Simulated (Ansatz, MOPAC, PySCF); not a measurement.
N2 (SMILES N#N) and CHN (SMILES C#N) are pulled apart as rigid monomers along the line of their centres of mass, from the B3LYP-D3(BJ)/def2-TZVP minimum. Starting geometry (charge 0, multiplicity 1):
```xyz
5

N      0.064     0.323    -1.096
N      0.031     0.118    -0.026
C     -0.077    -0.549     3.422
N     -0.113    -0.768     4.547
H     -0.044    -0.345     2.374
```

Interaction energies with rigid monomers; basis-set methods are counterpoise corrected unless marked otherwise.

Rows in 6-31G* carry no dispersion term and start afresh at each structure (6-31G* with six Cartesian d functions). The state that PM7 reach isn't checked; PM7 holds dispersion and hydrogen-bond terms.

Codes used: Ansatz (Gaussian basis) for Hartree–Fock, density functionals and correlated methods; MOPAC for PM7 (differences of heats of formation); PySCF for 6-31G* rows, the dispersion terms. Values without a source in brackets are computed.

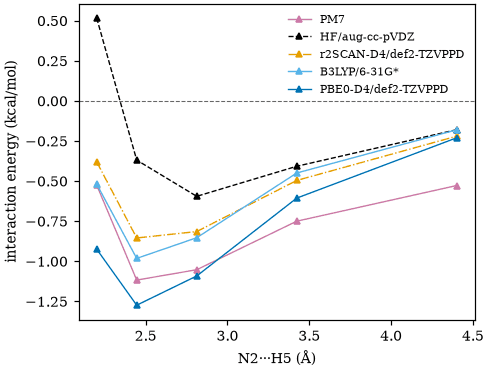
Fig. 1. Interaction energy against separation

Q: Which level binds most strongly at N2···H5 = 2.45, and by how much?

A: PBE0-D4/def2-TZVPPD, -1.3 kcal/mol.

Ansatz is an electronic-structure program.
